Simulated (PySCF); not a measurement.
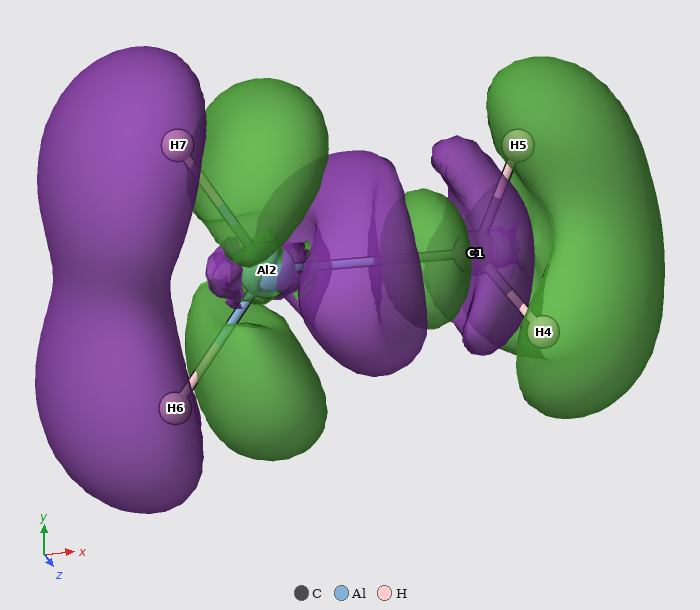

CH5Al, SMILES `C[AlH2]`. Change of the electron density in a uniform field of 0.21 V/Å, surfaces at ±0.001 e/Å³ (purple: gain, green: loss).

PySCF calculation, PBE/def2-TZVP, gas phase; geometry: GFN2-xTB. No frequency check shows the geometry to be a minimum. A basis without diffuse functions makes polarisabilities too small.

Coordinates in Å:

```
C1       1.2594   -0.0014   -0.0006
Al2     -0.7249   -0.0013   -0.0002
H3       1.6904   -0.4987   -0.8765
H4       1.6880   -0.5104    0.8741
H5       1.6622    1.0200    0.0071
H6      -1.5979   -1.2825    0.0003
H7      -1.5753    1.2965    0.0017
```

**Along which Cartesian direction does the field point?**

Along +x: electrons gather on the −x side, against the field.

**What dipole is induced, and what polarisability does it imply?**

The induced dipole is 0.51 D (along the field); α along this axis, from the fields in both directions, is 50 bohr³ (7.5 Å³).

**Which atoms gain and lose the most charge?**

Electrons gather most on Al2 (Hirshfeld charge changes by −0.007 e) and leave H3 and H4 alike most (+0.006 e); 0.043 electrons are displaced in all.
